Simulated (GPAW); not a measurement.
# A GW chain in GPAW: LiH (honeycomb monolayer)

How does a plane-wave GW calculation on LiH (honeycomb monolayer) run from the first input to the gap?

Method: LDA and many-body steps on it, plane waves, in GPAW 26.7.0.

## 1. Set-up

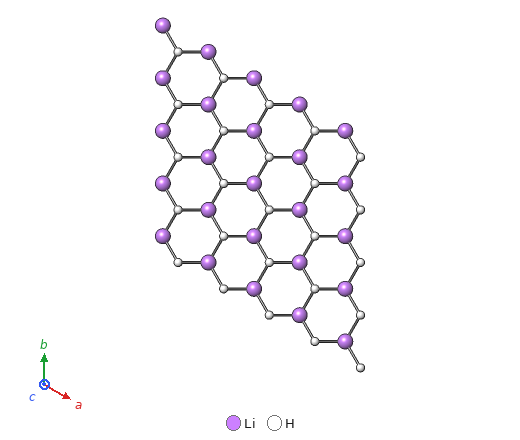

The starting structure, seen from above (lithium purple, hydrogen white). 5×5×1 cells are drawn.

The cell holds 2 atoms: 1 Li and 1 H. Cell: a = 2.412 Å, b = 2.412 Å, c = 11.400 Å, α = 90.0°, β = 90.0°, γ = 120.0°. Vacuum lies along c.

Structure file:

```
Li H
1.0
     2.41226    0.00000    0.00000
    -1.20613    2.08908    0.00000
     0.00000    0.00000   11.40000
Li H
1 1
Direct
  0.33333 0.66667 0.48246
  0.66667 0.33333 0.51754
```

The start is a generated structure, not a measured one.

## 2. Relaxation

This step: GPAW 26.7.0; DFT, LDA, plane waves, PAW.

Gaps follow bond lengths, so the structure is brought to rest first.

run.py reads:

```python
import json
import numpy as np
from gpaw.mpi import world
from ase import Atoms
from ase.constraints import FixSymmetry
from ase.filters import FrechetCellFilter
from ase.optimize import BFGS
from gpaw import GPAW, PW, FermiDirac

atoms = Atoms(['Li', 'H'],
    cell=[[2.4122621125, 0.0000000000, 0.0000000000],
      [-1.2061310562, 2.0890802700, 0.0000000000],
      [0.0000000000, 0.0000000000, 11.4000000000]],
    scaled_positions=[[0.3333333333, 0.6666666667, 0.4824561404],
      [0.6666666667, 0.3333333333, 0.5175438596]],
    pbc=(True, True, False))
atoms.set_constraint(FixSymmetry(atoms))
atoms.calc = GPAW(mode=PW(700),
    xc='LDA',
    kpts={'size': (12, 12, 1), 'gamma': True},
    occupations=FermiDirac(0.02),
    convergence={'density': 1e-5},
    txt='relax.txt')
steps = []
opt = BFGS(FrechetCellFilter(atoms, mask=[1, 1, 0, 0, 0, 1]), logfile='bfgs.log')
opt.attach(lambda: steps.append([atoms.get_potential_energy(), atoms.cell[:], atoms.positions.copy(), atoms.get_forces()]))
converged = opt.run(fmax=0.03, steps=50)
res = {'converged': bool(converged), 'steps': steps, 'cell': atoms.cell[:], 'frac': atoms.get_scaled_positions()}

if world.rank == 0:
    with open('result.json', 'w') as f:
        json.dump(res, f, default=lambda x: x.tolist())
```

Command:

```
$ mpirun -n 4 gpaw python run.py
```

Numbers of over 12 decimals in the logs are rounded to 6 here.

What it wrote:

```text
Step     Time          Energy          fmax
BFGS:    0        -4.941218        2.223922
BFGS:    1        -5.075847        2.008263
BFGS:    2        -5.645103        0.885143
[...]
BFGS:    8        -5.941098        0.144836
BFGS:    9        -5.947349        0.028831
```

Wall time 20 s (4 MPI ranks of Arm Neoverse V1, shared host); peak memory 0.8 GiB; 78 s of CPU time.

Step by step:

```
step  energy less that of the first step (eV)  largest force (eV/Å)
   1                                   0.0000                0.0786
   2                                  -0.1346                0.0202
   3                                  -0.7039                0.4243
   4                                  -0.8894                0.5402
   5                                  -0.9156                0.5289
   6                                  -0.9286                0.4887
   7                                  -0.9512                0.3770
   8                                  -0.9784                0.2023
   9                                  -0.9999                0.0385
  10                                  -1.0061                0.0122
```

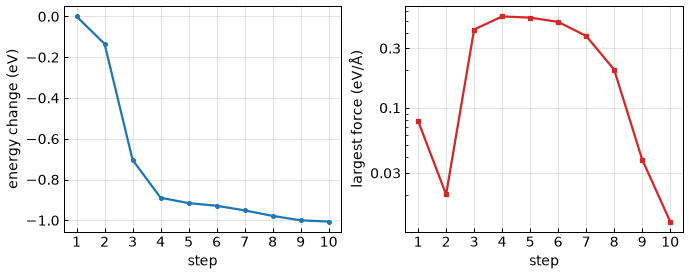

Energy and largest force along the relaxation.

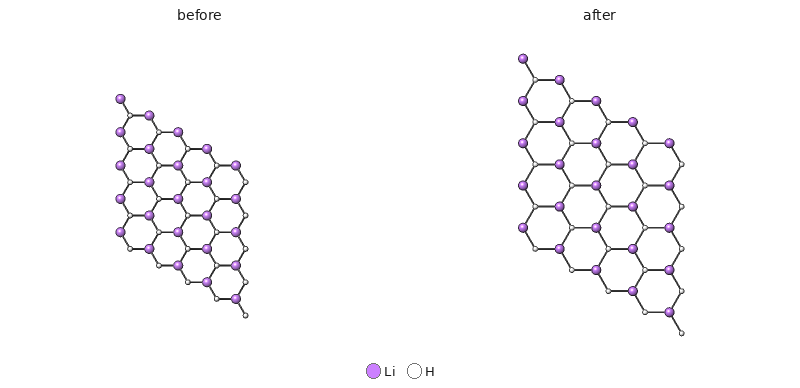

The structure before and after the relaxation, drawn at the same scale.

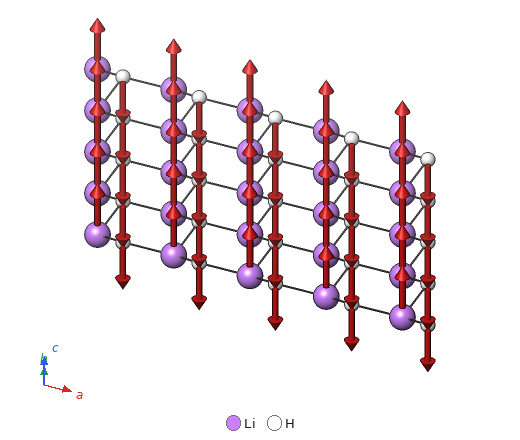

Displacements in the relaxation, exaggerated; the longest in the cell stands for 0.20 Å. 5×5×1 cells are drawn.

The atoms that moved most (Å):

```csv
atom,dx,dy,dz,length
Li1,0.000,0.000,0.204,0.204
H2,0.000,0.000,-0.204,0.204
```

The relaxed structure:

```xyz
2
Lattice="3.0580 0.0000 0.0000 -1.5290 2.6483 0.0000 0.0000 0.0000 11.4000" Properties=species:S:1:pos:R:3
Li    0.0000    1.7655    5.7042
H     1.5290    0.8828    5.6958
```

## 3. Ground state

The ground-state density comes first.

run.py reads:

```python
import json
import numpy as np
from gpaw.mpi import world
from ase import Atoms
from gpaw import GPAW, PW, FermiDirac

atoms = Atoms(['Li', 'H'],
    cell=[[3.0579971302, 0.0000000000, 0.0000000000],
      [-1.5289985651, 2.6483031995, 0.0000000000],
      [0.0000000000, 0.0000000000, 11.4000000000]],
    scaled_positions=[[0.3333333333, 0.6666666667, 0.5003640881],
      [0.6666666667, 0.3333333333, 0.4996349938]],
    pbc=(True, True, False))
calc = GPAW(mode=PW(600),
    xc='LDA',
    kpts={'size': (12, 12, 1), 'gamma': True},
    occupations=FermiDirac(0.001),
    nbands=-7,
    convergence={'density': 1e-6, 'bands': -3},
    maxiter=100,
    txt='gs.txt')
atoms.calc = calc
res = {'energy': atoms.get_potential_energy()}
kpts = calc.get_ibz_k_points()
res['kpts'] = kpts
res['eigenvalues'] = [calc.get_eigenvalues(kpt=k) for k in range(len(kpts))]
res['n_electrons'] = calc.get_number_of_electrons()
calc.write('gs.gpw')

if world.rank == 0:
    with open('result.json', 'w') as f:
        json.dump(res, f, default=lambda x: x.tolist())
```

Command:

```
$ mpirun -n 4 gpaw python run.py
```

What it wrote:

```text
__  _  _
 | _ |_)|_||  |
 |__||  | ||/\| - 26.7.0

Input parameters:
  mode=PW(ecut=600.0),
  convergence={'density': 1e-06, 'bands': -3},
  kpts=MonkhorstPack(size=(12, 12, 1), gamma=True),
  maxiter=100,
  nbands=-7,
  occupations=Occupations(name='fermi-dirac', width=0.001, fixmagmom=False),
  xc=XC(name='LDA')
  [... matrices ...]
Diagonalizing LCAO Hamiltonian
Converting LCAO to pw mode

        Li H

Atoms  # Å, Bohr magnetons
|   | symbol |         x |        y |        z |    initial magnetic moments |
| 0 |     Li | -0.000000 | 1.765535 | 5.704151 | ( 0.0000,  0.0000,  0.0000) |
| 1 |      H |  1.528999 | 0.882768 | 5.695839 | ( 0.0000,  0.0000,  0.0000) |

Unit cell  # Å
| periodic |         x |        y |         z |   lengths |     angles |
|      yes |  3.057997 | 0.000000 |  0.000000 |  3.057997 |  90.000000 |
|      yes | -1.528999 | 2.648303 |  0.000000 |  3.057997 |  90.000000 |
|       no |  0.000000 | 0.000000 | 11.400000 | 11.400000 | 120.000000 |

Number of symmetries: 6
Symmetry operations  # r_c * U_cc + t_c -> r_c
|   | kind |            matrix            |
| 0 |  σ   |  1, 1, 0,  0,-1, 0,  0, 0, 1 |
| 1 |  E   |  1, 0, 0,  0, 1, 0,  0, 0, 1 |
| 2 |  C3  |  0, 1, 0, -1,-1, 0,  0, 0, 1 |
| 3 |  σ   |  0,-1, 0, -1, 0, 0,  0, 0, 1 |
| 4 |  σ   | -1, 0, 0,  1, 1, 0,  0, 0, 1 |
| 5 |  C3  | -1,-1, 0,  1, 0, 0,  0, 0, 1 |

BZ-sampling:
  Number of BZ points: 144
  Number of IBZ points: 19

  Monkhorst-Pack size: [12, 12, 1]
  Monkhorst-Pack shift: [0.041667, 0.041667, 0.0]

K-points  # in reciprocal-cell coordinates
|     |                                coordinates |     weight |
|   0 | ( -0.00000000,  -0.00000000,   0.00000000) | 0.00694444 |
|   1 | (  0.08333333,  -0.00000000,   0.00000000) | 0.04166667 |
|   2 | (  0.16666667,  -0.08333333,   0.00000000) | 0.04166667 |
|   3 | (  0.16666667,  -0.00000000,   0.00000000) | 0.04166667 |
|   4 | (  0.25000000,  -0.08333333,   0.00000000) | 0.08333333 |
|   5 | (  0.25000000,  -0.00000000,   0.00000000) | 0.04166667 |
|   6 | (  0.33333333,  -0.16666667,   0.00000000) | 0.04166667 |
|   7 | (  0.33333333,  -0.08333333,   0.00000000) | 0.08333333 |
|   8 | (  0.33333333,  -0.00000000,   0.00000000) | 0.04166667 |
|   9 | (  0.33333333,   0.33333333,   0.00000000) | 0.01388889 |
| ... |                                            |            |
|  18 | (  0.50000000,   0.50000000,   0.00000000) | 0.02083333 |

Plane wave coefficients: 3114
Cutoff: 600.0 eV

Spin-components: 1 (collinear spins)
Bands:           8
Projectors:      6
Spin-degeneracy: 2
Datatype:        complex128

  Storage: CPU
  Wave functions: 7_347_072 bytes (1_836_768 per core)
  Projectors: 11_020_608 bytes (2_755_152 per core)
  [... matrices ...]
Parallelization:
  kpt:    4
  domain: 1
  band:   1

Density:
  Valence electrons: 2.0
  Components: 1
  Grid points: [18 18 70]
  Charge: 0.0  # |e|

Potential:
  Grid points: [18 18 70]

species:
  Li:
    name:    Lithium
    Z:       3.0
    valence: 1
    core:    2
    charge:  0.0  # [|e|]
    compensation charges:
      type: gauss
      rc: 0.33  # [Å]
      lmax: 2
    cutoffs:
      filter: 1.91  # [Å]
      core: 2.55  # [Å]
    projectors
    | kind |    occ | energy [eV] | rcut [Å] |
    |   2s |  1.000 |      -2.874 |    1.058 |
    |   2p |  0.000 |      -1.126 |    1.058 |
    |    s |        |      24.338 |    1.058 |

    Using partial waves for Li as LCAO basis

  H:
    name:    Hydrogen
    Z:       1.0
    valence: 1
    core:    0
    charge:  0.0  # [|e|]
    compensation charges:
      type: gauss
      rc: 0.15  # [Å]
      lmax: 2
    cutoffs:
      filter: 0.85  # [Å]
      core: 0.53  # [Å]
    projectors
    | kind |    occ | energy [eV] | rcut [Å] |
    |   1s |  1.000 |      -6.353 |    0.476 |
    |    s |        |      20.858 |    0.476 |
    |    p |        |       0.000 |    0.476 |

    Using partial waves for H as LCAO basis

Reference energy: -211.737754  # eV

eigensolver:
  PPCG
  Converge bands: -3
  niter=2

density mixing:
  MSR1-Mixer
  Pratt-step length: 0.05
  Maximum mixing coefficient: 0.75
  Old densities: 10
  SVD Regularization: 0.005
  Good broyden scale: 1.0
  Trust region scale: 1.0
  Backstep threshold: 4.0
  History deletion threshold: 6.0
  Fourier metric: weight=20.0, sigma=0.015

occupation numbers:
  Fermi-Dirac:
    width: 0.0010  # eV

poisson solver:
  ecut: 4800.0  # eV

xc functional:
  name: None

Initialization done in: 0.698 s

convergence criteria:
- Maximum integral of absolute [dens]ity change: 1e-06 electrons / valence electron
- Maximum [total energy] change in last 3 cyles: 0.0005 eV / valence electron
- Maximum integral of absolute [eigenst]ate change: 4e-08 eV^2 / valence electron
maximum number of iterations: 100

SCF iterations
|iter     |     time |      energy | eigst |  dens |
|iter:   1|  |   -6.659144 | +1.75 |       |
|iter:   2|  |   -6.560965 | +0.86 | -0.32 |
|iter:   3|  |   -5.958139 | -0.33 | -0.35 |
|iter:   4|  |   -5.945425 | -1.63 | -1.05 |
|iter:   5|  |   -5.945601 | -2.81 | -1.56 |
|iter:   6|  |   -5.945605c| -4.03 | -2.50 |
|iter:   7|  |   -5.945605c| -5.69 | -3.22 |
|iter:   8|  |   -5.945605c| -6.80 | -4.22 |
|iter:   9|  |   -5.945605c| -7.95c| -5.15 |
|iter:  10|  |   -5.945605c| -8.78c| -5.54 |
|iter:  11|  |   -5.945605c| -9.62c| -6.88c|

Converged in 11 steps
SCF loop duration: 2.238 s (0.203 s/step)
Energy contributions relative to reference atoms: (reference = -211.737754)
  [... matrices ...]
Energy contributions:
  Kinetic:           6.124769
  Coulomb:          -6.304113
  Zero:             -0.013127
  External:          0.000000
  Xc:               -5.753134
  Entropy:          -0.000000
  Spinorbit:         0.000000
  ----------------------------
  Free energy:      -5.945605
  Extrapolated:     -5.945605

dipole moment: (-0.856129, 0.494289, 0.003028)  # |e|*Ang

Fermi level: -4.682
Eigenvalues  # (at kpt = [-0.000, -0.000, 0.000])
| band index |      eig [eV] | occ [0-2] |
|          0 |        -6.681 |     2.000 |
|          1 |        -1.414 |     0.000 |
|          2 |         0.349 |     0.000 |
|          3 |         2.571 |     0.000 |
|          4 |         2.690 |     0.000 |
|          5 |         7.386 |     0.000 |
|          6 |         8.037 |     0.000 |
|          7 |        10.896 |     0.000 |

Gap: 3.288 eV
Transition (v -> c):
  (s=0, k=9, n=0, [0.33, 0.33, 0.00]) -> (s=0, k=0, n=1, [-0.00, -0.00, 0.00])
Direct/indirect transitions are different
Direct gap: 5.267 eV
Transition at: (s=0, k=0, n=0, [-0.00, -0.00, 0.00])
vacuum-level: 0.752  # V
# Writing to gs.gpw (mode='')
  [... matrices ...]
```

Elapsed: 4.8 s, on 4 MPI ranks; peak memory 0.63 GiB; 19 s of CPU time.

Numbers from this step:

```
total energy               : -5.946 eV
gap                        : 3.288 eV
k of the valence top       : 0.3333, 0.3333, 0
k of the conduction bottom : 0, 0, 0
least direct gap           : 5.267 eV
```

The gap is indirect, with the least direct gap 1.98 eV higher.

## 4. Bands along the symmetry lines

Levels along a band path, at the cheap level, show where the edges lie and whether the meshes to come will hold them.

run.py reads:

```python
import json
import numpy as np
from gpaw.mpi import world
from gpaw import GPAW

path = [[0.000000, 0.000000, 0.000000],
    [0.062500, 0.000000, 0.000000],
    [0.125000, 0.000000, 0.000000],
    [0.187500, 0.000000, 0.000000],
    [0.250000, 0.000000, 0.000000],
    [0.312500, 0.000000, 0.000000],
    [0.375000, 0.000000, 0.000000],
    [0.437500, 0.000000, 0.000000],
    [0.500000, 0.000000, 0.000000],
    [0.479167, 0.041667, 0.000000],
    [0.458333, 0.083333, 0.000000],
    [0.437500, 0.125000, 0.000000],
    [0.416667, 0.166667, 0.000000],
    [0.395833, 0.208333, 0.000000],
    [0.375000, 0.250000, 0.000000],
    [0.354167, 0.291667, 0.000000],
    [0.333333, 0.333333, 0.000000],
    [0.291667, 0.291667, 0.000000],
    [0.250000, 0.250000, 0.000000],
    [0.208333, 0.208333, 0.000000],
    [0.166667, 0.166667, 0.000000],
    [0.125000, 0.125000, 0.000000],
    [0.083333, 0.083333, 0.000000],
    [0.041667, 0.041667, 0.000000],
    [0.000000, 0.000000, 0.000000]]
calc = GPAW('gs.gpw').fixed_density(kpts=path,
    symmetry='off',
    nbands=11,
    convergence={'bands': 7},
    txt='bands.txt')
res = {}
kpts = calc.get_ibz_k_points()
res['kpts'] = kpts
res['eigenvalues'] = [calc.get_eigenvalues(kpt=k) for k in range(len(kpts))]
res['n_electrons'] = calc.get_number_of_electrons()

if world.rank == 0:
    with open('result.json', 'w') as f:
        json.dump(res, f, default=lambda x: x.tolist())
```

Command:

```
$ mpirun -n 4 gpaw python run.py
```

What it wrote:

```text
Diagonalizing LCAO Hamiltonian
Converting LCAO to pw mode
convergence criteria:
- Maximum integral of absolute [eigenst]ate change: 4e-08 eV^2 / valence electron
maximum number of iterations: 100

SCF iterations
|iter     |     time |      energy | eigst |  dens |
|iter:   1|  |             | +2.56 |       |
|iter:   2|  |             | +1.32 |       |
|iter:   3|  |             | -0.07 |       |
|iter:   4|  |             | -2.02 |       |
|iter:   5|  |             | -4.04 |       |
|iter:   6|  |             | -6.07 |       |
|iter:   7|  |             | -7.51c|       |
SCF steps: 7
  __  _  _
 | _ |_)|_||  |
 |__||  | ||/\| - 26.7.0

Input parameters:
  mode=PW(ecut=600.0),
  convergence={'bands': 7},
  gpts=array([18, 18, 70]),
  kpts=KPoints(kpts=array([[0.      , 0.      , 0.      ],
         [0.0625  , 0.      , 0.      ],
         [0.125   , 0.      , 0.      ],
         [0.1875  , 0.      , 0.      ],
[...]
[0.479167, 0.041667, 0.      ],
         [0.458333, 0.083333, 0.      ],
[...]
[0.416667, 0.166667, 0.      ],
[...]
[0.25    , 0.25    , 0.      ],
[...]
[0.125   , 0.125   , 0.      ],
         [0.083333, 0.083333, 0.      ],
         [0.041667, 0.041667, 0.      ],
         [0.      , 0.      , 0.      ]])),
  maxiter=100,
  nbands=11,
  occupations=Occupations(name='fermi-dirac', width=0.001, fixmagmom=False),
  parallel={},
  symmetry=Symmetry(point_group=False, time_reversal=False),
  xc=XC(name='LDA')
  [... matrices ...]
timing:  # [seconds]
  Total: 0.025  # ━━━━━━━━━━━━━━━━━━━━━━━━━━━━━━━━━━━━━━━━━━━━━━━━━━━━━━━━━━━
```

Elapsed: 4.7 s, on 4 MPI ranks; peak memory 0.67 GiB.

Numbers from this step:

* gap: 3.288 eV
* k of the valence top: 0.3333, 0.3333, 0
* k of the conduction bottom: 0, 0, 0
* least direct gap: 5.267 eV

The gap is 3.288 eV, as in the run before at this level.

The electronic bands at the labelled points (eV, zero at the top of the highest filled band; v1 is the highest filled band, c1 the lowest empty one):

| point | v1 | c1 | c2 | c3 | c4 |
| --- | --- | --- | --- | --- | --- |
| Γ | -1.98 | 3.29 | 5.05 | 7.27 | 7.39 |
| M | -0.40 | 5.94 | 8.19 | 9.06 | 10.19 |
| K | 0.00 | 5.46 | 9.15 | 9.62 | 10.53 |
| Γ | -1.98 | 3.29 | 5.05 | 7.27 | 7.39 |

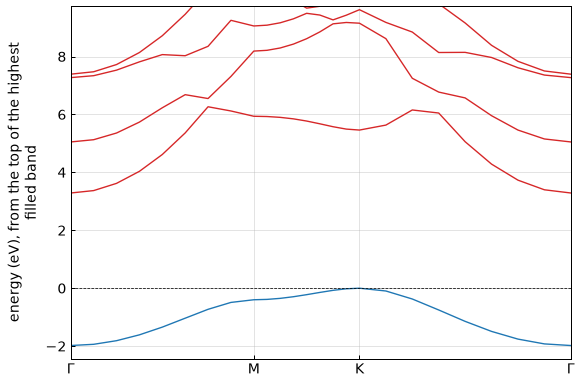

Electronic bands along the path; lines of filled and empty bands in two colours.

## 5. Empty states on the mesh, 12×12×1 mesh, 219 bands

The sums over transitions need many empty states on a uniform mesh; this step solves for them.

run.py reads:

```python
import json
import numpy as np
from gpaw.mpi import world
from gpaw import GPAW

calc = GPAW('gs.gpw').fixed_density(kpts={'size': (12, 12, 1), 'gamma': True},
    nbands=255,
    convergence={'bands': 219},
    txt='nscf.txt')
calc.write('full.gpw', mode='all')
res = {}
kpts = calc.get_ibz_k_points()
res['kpts'] = kpts
res['eigenvalues'] = [calc.get_eigenvalues(kpt=k) for k in range(len(kpts))]
res['n_electrons'] = calc.get_number_of_electrons()

if world.rank == 0:
    with open('result.json', 'w') as f:
        json.dump(res, f, default=lambda x: x.tolist())
```

Command:

```
$ mpirun -n 4 gpaw python run.py
```

What it wrote:

```text
Diagonalizing LCAO Hamiltonian
Converting LCAO to pw mode
convergence criteria:
- Maximum integral of absolute [eigenst]ate change: 4e-08 eV^2 / valence electron
maximum number of iterations: 100

SCF iterations
|iter     |     time |      energy | eigst |  dens |
|iter:   1|  |             | +5.71 |       |
|iter:   2|  |             | +4.53 |       |
|iter:   3|  |             | +3.40 |       |
[...]
|iter:  17|  |             | -7.03 |       |
|iter:  18|  |             | -7.33 |       |
|iter:  19|  |             | -7.62c|       |
SCF steps: 19
  __  _  _
 | _ |_)|_||  |
 |__||  | ||/\| - 26.7.0

Input parameters:
  mode=PW(ecut=600.0),
  convergence={'bands': 219},
  gpts=array([18, 18, 70]),
  kpts=MonkhorstPack(size=(12, 12, 1), gamma=True),
  maxiter=100,
  nbands=255,
  occupations=Occupations(name='fermi-dirac', width=0.001, fixmagmom=False),
  parallel={},
  xc=XC(name='LDA')
# Writing to full.gpw (mode='all')
  [... matrices ...]

timing:  # [seconds]
  Total: 0.090  # ━━━━━━━━━━━━━━━━━━━━━━━━━━━━━━━━━━━━━━━━━━━━━━━━━━━━━━━━━━━
```

Elapsed: 2.9 min, on 4 MPI ranks; peak memory 1.1 GiB.

Numbers from this step:

```
gap                                                           : 3.288 eV
k of the valence top                                          : 0.3333, 0.3333, 0
k of the conduction bottom                                    : 0, 0, 0
least direct gap                                              : 5.267 eV
k points computed                                             : 19
lowest point of the top converged band, above the valence top : 98.6772 eV
```

On this mesh the gap is 3.288 eV.

(Continued in part 2 of 2.)

[Paths, hosts, dates, memory and timing lines, banners, echoed tables and standing remarks are left out of the program output.]

[Logs are printed without paths, hosts, clocks, repeated set-up lines and the standing remarks that a program may print on its own settings, such as how far it seeks lower states.]

[Runs of the session that timed out or met a known fault of the program may be left out.]

[Hosts, paths, dates, database ids (printed as entryN), source tags and the programs' standing remarks are cut or masked in the printed files.]
